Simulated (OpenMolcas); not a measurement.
**MgH$_{2}$: single-point calculation**

System: MgH$_{2}$, SMILES [MgH2].
Method: CASPT2/STO-3G (OpenMolcas 26.06).

The geometry comes from this level: GFN2-xTB.

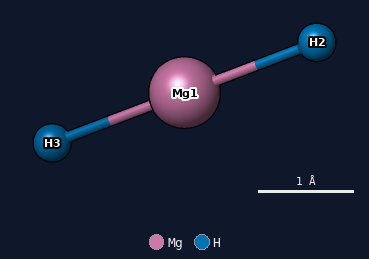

**Figure 1.** The input geometry (ball-and-stick view, seen at an oblique angle; atoms are numbered from 1 in the order of the input). Sticks mark near contacts.

Input
```
&GATEWAY
BASLIB
$CurrDir
BASISSET
Mg.STO-3G....
Mg1 0.000080 0.000010 0.000030 angstrom
End of Basis
BASISSET
H.STO-3G....
H2 0.613740 1.424960 0.489330 angstrom
H3 -0.613810 -1.424970 -0.489360 angstrom
End of Basis
&SEWARD
&RASSCF
FILEORB
$CurrDir/step2.RasOrb
SPIN
1
NACTEL
4 0 0
INACTIVE
5
RAS2
6
ORBLISTING
Nothing
ORBAPPEAR
Compact
&CASPT2
IPEA
0.25
IMAGINARY
0.1
FROZEN
1
```

Launch command:
```bash
export MOLCAS_MEM=1860
pymolcas step3.inp > step3.log
```

Output
```
--- Start Module: gateway ---

                                              &GATEWAY

                       available to each process: 1.9 GB of memory, 1 thread

 Basis Set     1 Label: MG.STO-3G....
 Basis set is read from library:.
 basistype.tbl is not found

 Basis Set     2 Label: H.STO-3G....
 Basis set is read from library:.
 basistype.tbl is not found

++    Symmetry information:
      ---------------------

                    Character Table for C1

                             E
                    a        1  x, y, xy, Rz, z, xz, Ry, yz, Rx, I
--

++    Basis set information:
      ----------------------

      Basis set label: MG.STO-3G.........

      Electronic valence basis set:
      ------------------
      Associated Effective Charge  12.000000 au
      Associated Actual Charge     12.000000 au
      Nuclear Model: Point charge

      Shell  nPrim  nBasis  Cartesian Spherical Contaminant
         s       9       3        X
         p       6       2        X

      Basis set label: H.STO-3G.........

      Electronic valence basis set:
      ------------------
      Associated Effective Charge   1.000000 au
      Associated Actual Charge      1.000000 au
      Nuclear Model: Point charge

      Shell  nPrim  nBasis  Cartesian Spherical Contaminant
         s       3       1        X
--

++    Molecular structure info:
      -------------------------

                    ************************************************
                    **** Cartesian Coordinates / bohr, angstrom ****
                    ************************************************

     Center  Label                x              y              z                     x              y              z
        1      MG1              0.000151       0.000019       0.000057              0.000080       0.000010       0.000030
        2      H2               1.159801       2.692784       0.924700              0.613740       1.424960       0.489330
        3      H3              -1.159933      -2.692803      -0.924756             -0.613810      -1.424970      -0.489360

                    ***************************************
                    *    InterNuclear Distances / bohr    *
                    ***************************************

               1 MG1           2 H2            3 H3
    1 MG1      0.000000
    2 H2       3.074205        0.000000
    3 H3       3.074470        6.148675        0.000000

                    *******************************************
                    *    InterNuclear Distances / angstrom    *
                    *******************************************

               1 MG1           2 H2            3 H3
    1 MG1      0.000000
    2 H2       1.626799        0.000000
    3 H3       1.626939        3.253738        0.000000
--

            Nuclear Potential Energy              7.96919711 au

--- Stop Module: gateway /rc=_RC_ALL_IS_WELL_ ---

--- Start Module: seward ---

                                              &SEWARD

                       available to each process: 1.9 GB of memory, 1 thread

               SEWARD will generate:
                  Multipole Moment integrals up to order  2
                  Kinetic Energy integrals
                  Nuclear Attraction integrals (point charge)
                  One-Electron Hamiltonian integrals
                  Velocity integrals
                  Orbital angular momentum around (  0.0001   0.0000   0.0001 )
                  Velocity quadrupole around (  0.0001   0.0000   0.0001 )
                  Two-Electron Repulsion integrals

                   Integrals are discarded if absolute value <: 1.00E-14
                   Integral cutoff threshold is set to       <: 1.00E-16

            Nuclear Potential Energy              7.96919711 au

      Basis set specifications :
      Symmetry species         a
      Basis functions           11

--- Stop Module: seward /rc=_RC_ALL_IS_WELL_ ---

--- Start Module: rasscf ---

                                              &RASSCF

                       available to each process: 1.9 GB of memory, 1 thread

      Header of the ONEINT file:
      --------------------------

      OrdInt status: non-squared

      Cartesian coordinates in angstrom:
      -----------------------------------------------------
      No.  Label        X            Y            Z
      -----------------------------------------------------
       1   MG1        0.00008000   0.00001000   0.00003000
       2   H2         0.61374000   1.42496000   0.48933000
       3   H3        -0.61381000  -1.42497000  -0.48936000
      -----------------------------------------------------
      Nuclear repulsion energy =    7.96919711

++    Wave function specifications:
      -----------------------------

      Number of closed shell electrons          10
      Number of electrons in active shells       4
      Max number of holes in RAS1 space          0
      Max nr of electrons in RAS3 space          0
      Number of inactive orbitals                5
      Number of active orbitals                  6
      Number of secondary orbitals               0
      Spin quantum number                      0.0
      State symmetry                             1
--

++    Orbital specifications:
      -----------------------

      Symmetry species                           1
                                                 a
      Frozen orbitals                            0
      Inactive orbitals                          5
      Active orbitals                            6
      RAS1 orbitals                              0
      RAS2 orbitals                              6
      RAS3 orbitals                              0
      Secondary orbitals                         0
      Deleted orbitals                           0
      Number of basis functions                 11
--

++    CI expansion specifications:
      ----------------------------

      Number of CSFs                           105
      Number of spin combinations              120
      Number of determinants                   225
      Number of root(s) required                 1
      Root chosen for geometry opt.              1
      CI root used                               1

      highest root included in the CI            1
      max. size of the explicit Hamiltonian    105
--

++    Optimization specifications:
      ----------------------------

      RASSCF algorithm: Conventional
      Maximum number of macro iterations       200
      Maximum number of SX iterations          100
      Threshold for RASSCF energy            1.000E-08
      Threshold for max MO rotation          1.000E-01
      Threshold for max BLB element          1.000E-04
      Level shift parameter                  5.000E-01
      Make Quasi-Newton update
--

      The MO-coefficients are taken from the file:
      step2.RasOrb
      Title: RASSCF average (pseudo-natural) orbitals

      Total molecular charge    0.00

      ************************************************************************************************************************
      *                                            Wave function control section                                             *
      ************************************************************************************************************************

                                         RASSCF iterations: Energy and convergence statistics
                                         ----------------------------------------------------

          iter iter root      energy       change     param      element    value   shift minimum  type update hh:mm:ss
 Nr of preliminary CI iterations:   1
        1   1    2    1  -198.24849415    0.00E+00  -9.96E-08    5  11 1  6.06E-08   0.00   0.00    SX    NO    0:00:00
        2   1    1    1  -198.24849415    2.84E-14   0.00E+00    5  11 1  1.29E-08   0.00   0.00    SX    NO    0:00:00
        3   1    1    1  -198.24849415   -5.40E-13   0.00E+00    5  11 1  1.29E-08   0.00   0.00    SX    NO    0:00:00
        4   1    1    1  -198.24849415    4.55E-13   0.00E+00    5  11 1  1.29E-08   0.00   0.00    SX    NO    0:00:00
      Convergence after  4 iterations
        5   1    1    1  -198.24849415   -5.12E-13   0.00E+00    5  11 1  1.29E-08   0.00   0.00    SX    NO    0:00:00

      ************************************************************************************************************************
                                                      Wave function printout:
                       occupation of active orbitals, and spin coupling of open shells (u,d: Spin up or down)
      ************************************************************************************************************************

      Note: transformation to natural orbitals
      has been made, which may change the order of the CSFs.

      printout of CI-coefficients larger than  0.05 for root  1
      energy=    -198.248494
      conf/sym  111111     Coeff  Weight
             1  220000  -0.98495 0.97013
             4  202000   0.09994 0.00999
             6  022000   0.07118 0.00507
            18  udu00d   0.10039 0.01008

      Natural orbitals and occupation numbers for root  1
      sym 1:   1.974061   1.965756   0.041030   0.001744   0.001744   0.015665

      ************************************************************************************************************************
      *                                                    Final results                                                     *
      ************************************************************************************************************************

++    Final optimization conditions:
      ------------------------------

      Average CI energy                            -198.24849415
      RASSCF energy for state  1                   -198.24849415
      Super-CI energy                                 0.00000000
      RASSCF energy change                           -0.00000000
      Max change in MO coefficients               0.000E+00
      Max non-diagonal density matrix element     0.000E+00
      Maximum BLB matrix element                  1.288E-08
      (orbital pair   5,  11 in symmetry   1)
      Norm of electronic gradient            1.723E-08
--

      Final state energy(ies):
      ------------------------

::    RASSCF root number  1 Total energy:   -198.24849415
      Von Neumann Entropy (Root   1) =  0.23063

      Mulliken population analysis for root number:  1
      -----------------------------------------------

++    Molecular charges:
      ------------------

      Mulliken charges per centre
      ---------------------------

                MG1     H2      H3
      Total   11.2734  1.3633  1.3633

      N-E      0.7266 -0.3633 -0.3633

      Total electronic charge=   14.000000

      Total            charge=   -0.000000
--

      Expectation values of various properties for root number:  1
      -----------------------------------------------------------

++    Molecular properties:
      ---------------------

      Charge (e):
                      =   -0.0000
      Dipole Moment (debye):
      Origin of the operator (angstrom)=    0.0001    0.0000    0.0000
                   X=  5.0754E-04               Y= -4.3463E-06               Z=  1.8553E-04           Total=  5.4040E-04
      Quadrupole Moment (debye*angstrom):
      Origin of the operator (angstrom)=    0.0001    0.0000    0.0000
                  XX= -8.6891E+00              XY= -3.3913E+00              XZ= -1.1646E+00              YY= -1.5102E+01
                  YZ= -2.7038E+00              ZZ= -8.1568E+00
      In traceless form (debye*angstrom)
                  XX=  2.9402E+00              XY= -5.0870E+00              XZ= -1.7469E+00              YY= -6.6788E+00
                  YZ= -4.0557E+00              ZZ=  3.7386E+00
--

      Average orbitals are written to the RASORB file
      Natural orbitals for root   1 are written to the RASORB.1 file
      Spin density orbitals for root   1 are written to the SPDORB.1 file

--- Stop Module: rasscf /rc=_RC_ALL_IS_WELL_ ---

--- Start Module: caspt2 ---

                                              &CASPT2

                       available to each process: 1.9 GB of memory, 1 thread

 ###############################################################################
 ###    WARNING: User changed nr of frozen orbitals.                         ###
 ###############################################################################

++    Wave function specifications:
      -----------------------------

      Number of closed shell electrons           8
      Number of electrons in active shells       4
      Max number of holes in RAS1 space          0
      Max number of electrons in RAS3 space      0
      Number of inactive orbitals                4
      Number of active orbitals                  6
      Number of secondary orbitals               0
      Spin quantum number                      0.0
      State symmetry                             1
      Number of CSFs                           105
      Number of CASSCF root(s) available         1
      CASPT2 state passed to geometry opt.       1
      A file JOBMIX will be created
      This is a CASSCF or RASSCF reference function
--

++    Orbital specifications:
      -----------------------

      Symmetry species                           1
                                                 a
      Frozen orbitals                            1
      Inactive orbitals                          4
      Active orbitals                            6
      Secondary orbitals                         0
      Deleted orbitals                           0
      Number of basis functions                 11
--

++    CASPT2 specifications:
      ----------------------

      Type of calculation                        SS-CASPT2
      Fock operator                              state-specific
      IPEA shift                                 0.25
      Real shift                                 0.00
      Imaginary shift                            0.10
      The input orbitals will be transformed to quasi-canonical
--

--------------------------------------------------------------------------------
 Estimated memory requirements:
  POLY3 :                   257654
  RHS:                      275364
  SIGMA :                   253456
  PRPCTL:                        0
 Available workspace:    232488013

++ CASPT2 computation for group   1

********************************************************************************
 Multi-State initialization phase begins for group   1
--------------------------------------------------------------------------------
********************************************************************************
 Compute H0 matrices for state    1
--------------------------------------------------------------------------------
--------------------------------------------------------------------------------
 H0 matrices have been computed.

********************************************************************************
  CASPT2 EQUATION SOLUTION
--------------------------------------------------------------------------------

  Total nr of CASPT2 parameters:
   Before reduction:        1164
   After  reduction:         960

 Variance of |WF0>:       0.0950118582

 The contributions to the second order correlation energy in atomic units.
-----------------------------------------------------------------------------------------------------------------------------
  IT.      VJTU        VJTI        ATVX        AIVX        VJAI        BVAT        BJAT        BJAI        TOTAL       RNORM
-----------------------------------------------------------------------------------------------------------------------------
   1    -0.001950   -0.015416    0.000000    0.000000    0.000000    0.000000    0.000000    0.000000   -0.017366    0.000100
-----------------------------------------------------------------------------------------------------------------------------

  FINAL CASPT2 RESULT:

      Reference energy:        -198.2484941507
      E2 (Non-variational):      -0.0173689674
      Shift correction:          -0.0000064324
      E2 (Variational):          -0.0173753997
      Total energy:            -198.2658695504
      Residual norm:              0.0000005858
      Reference weight:           0.99674

      Contributions to the CASPT2 correlation energy
      Active & Virtual Only:          0.0000000000
      One Inactive Excited:          -0.0019499262
      Two Inactive Excited:          -0.0154190412

++ Denominators, etc.
--------------------------------------------------------------------------------------------------------------
 Report on small energy denominators, large coefficients, and large energy contributions.
CASE  SYMM ACTIVE-MIX  NON-ACTIVE INDICES          DENOMINATOR     RHS VALUE       COEFFICIENT     CONTRIBUTION
--

   (Skipping property calculation,
    use PROP keyword to activate)
--

  Total CASPT2 energies:
::    CASPT2 Root  1     Total energy:   -198.26586955

  A NEW JOBIPH FILE NAMED 'JOBMIX' IS PREPARED.
********************************************************************************
--- Stop Module: caspt2 /rc=_RC_ALL_IS_WELL_ ---

.##################.
.# Happy landing! #.
.##################.

    Timing: Wall=1.46 User=1.13 System=0.32
```

Results in brief

| quantity | value |
| --- | --- |
| outcome | converged |
| total energy | −198.265870 hartree |
| CASSCF energy | −198.248494 hartree |
| basis functions | 11 |
| hardware | 1 thread of Arm Neoverse V1, 24 GiB of memory available, shared host |
| wall time | 1.7 s |
| peak memory | 0.37 GiB |
